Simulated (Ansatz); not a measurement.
System: rock-salt SnTe (cubic form, which distorts at low temperature). Method: Hartree–Fock in Ansatz (plane waves, PAW).

Numerical settings: plane-wave cutoff 460 eV, 8×8×8 k mesh, Fermi–Dirac smearing 0.01 eV, scalar-relativistic PAW data made under PBE.

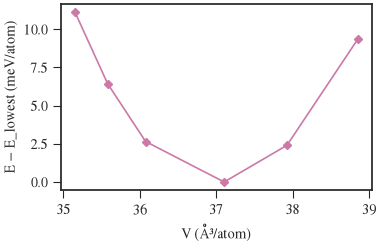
Fig. 1. Total energy against volume

Problem. From the curve, estimate the equilibrium volume and the bulk modulus.

Solution. V0 ≈ 37.0 Å³/atom and B0 ≈ 35 GPa; the fit gives V0 = 37.004 Å³/atom, B0 = 35.3 GPa, B′ = 4.1.

Measured, for comparison: bulk modulus 37.8 GPa (temperature not stated, no zero-point or thermal correction; as tabulated in Toher et al. (2017), arXiv:1611.05714); equilibrium volume per atom 31.50 Å³/atom (room temperature, no zero-point or thermal correction; as tabulated in Maiti et al. (2022), arXiv:2109.01420). Computed (rounded) less measured: bulk modulus -7 %, equilibrium volume per atom +17.5 %.

Note: the cell is over a tenth larger than the published one (another phase or state, or a fault of the published cell, is possible); symmetry holds this phase in the static calculation, where it need not be a minimum.

Spin–orbit coupling is not included.

Static lattice: no zero-point or thermal effects.

Ansatz is a program for electronic structure.
